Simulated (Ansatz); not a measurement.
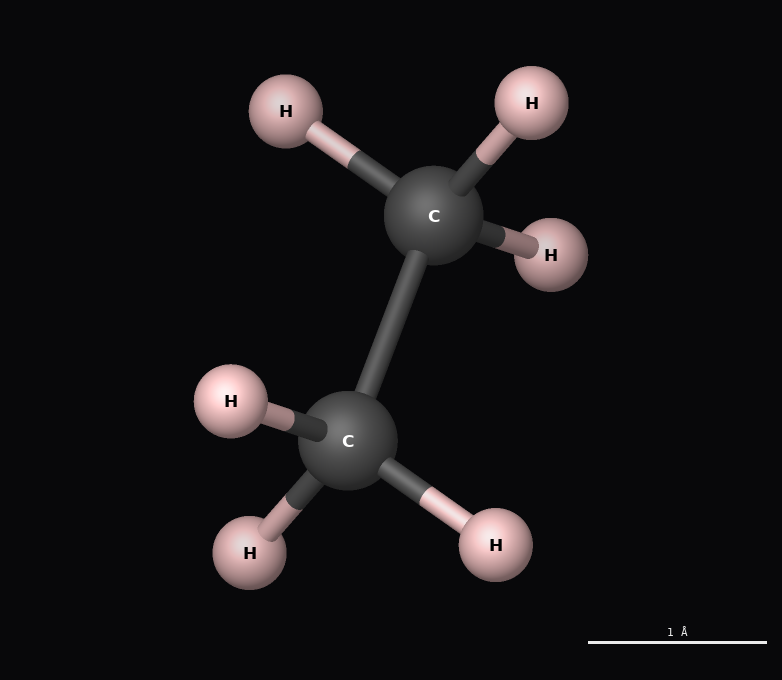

Every bond is drawn as one stick, whatever its order.

Question: What is the molecular formula?

Answer: C2H6, 8 atoms: 2 carbon and 6 hydrogen.

Question: What is the point group of this geometry?

Answer: D3d.

More results for the same structure follow; atom numbers are the same in all pictures, views and colours differ. Computed geometry: PBE0-D4/def2-TZVP optimisation.

**Geometry**

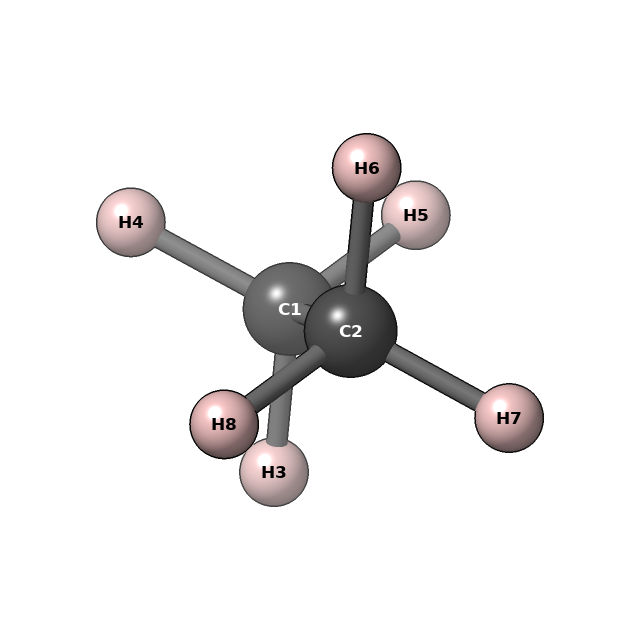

C1 lies behind C2. The molecule seen a little off the C2–C1 bond, C2 in front. Distant atoms are faded towards the background colour.

Question: What is the torsion angle H6–C2–C1–H3? The sign is positive where the front bond must turn clockwise to cover the back bond.

Answer: 180°, antiperiplanar (anti). The bonds about C2–C1 are staggered.

**Electronic properties**

Level of theory: RKS PBE0-D4/def2-TZVPP (Ansatz 0.2.0).

Predict the main results.

- HOMO energy (Kohn–Sham orbital): −9.56 eV
- LUMO energy (Kohn–Sham orbital): 1.43 eV
- HOMO–LUMO gap: 11.00 eV
- dispersion correction: −5.8 kJ/mol

**Charges**

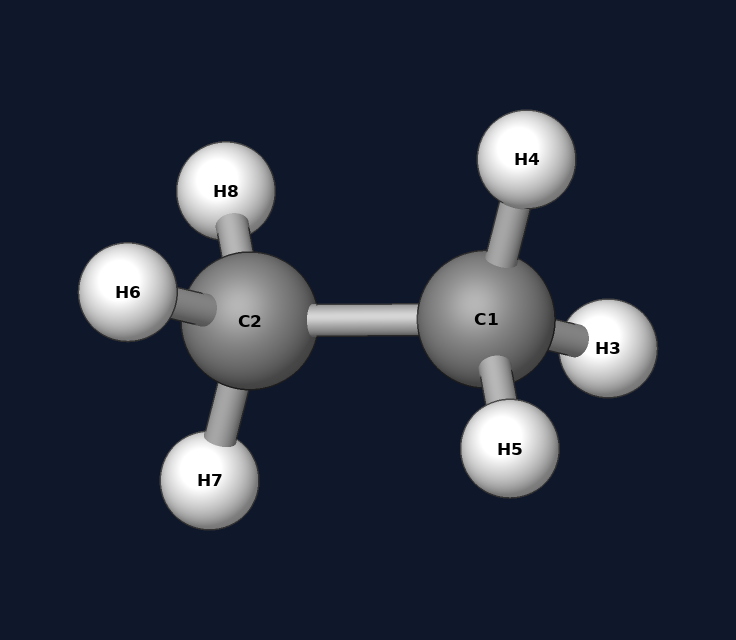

The questions are on Mulliken charges. Method: RKS PBE0-D4/def2-TZVP (Ansatz 0.2.0).

Give the Mulliken charges atom by atom.

| atom | value (e) |
| --- | --- |
| C1 | −0.35 |
| C2 | −0.35 |
| H3 | 0.12 |
| H4 | 0.12 |
| H5 | 0.12 |
| H6 | 0.12 |
| H7 | 0.12 |
| H8 | 0.12 |

**Thermal motion**

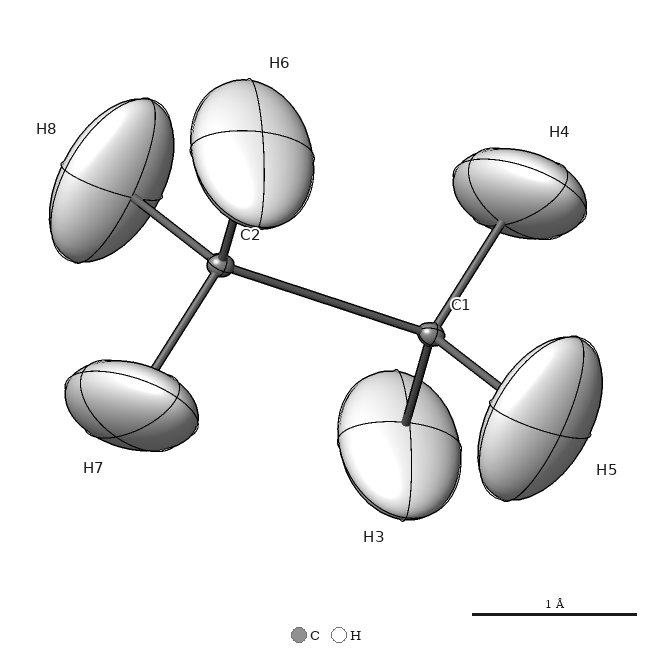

Displacement ellipsoids at the 50 % level, enlarged 2 times, from the internal vibrations of the free molecule (harmonic, no overall translation or rotation; no half-axis is drawn under 0.075 Å). Vibrations computed with RKS PBE0-D4/def2-TZVP (Ansatz 0.2.0). Temperature: 600 K.

Question: Which atom moves most?

Answer: H3, H4, H5, H6, H7, H8, with U_eq = 0.0180 Å².

Question: Does H4 move more along its bond or across it?

Answer: Across it: the root-mean-square amplitude is 0.073 Å along the bond and up to 0.182 Å across, since bending and torsion are softer than stretching.

List U_eq and the three principal root-mean-square amplitudes for each kind of atom.

```
           atom  U_eq (Å²)   rms amplitudes (Å)
         C1, C2    0.00051  0.019, 0.019, 0.029
H3, H4, H5, H6…     0.0180  0.072, 0.125, 0.182
```

Mulliken values depend strongly on the basis set and can even reverse the polarity of a bond.
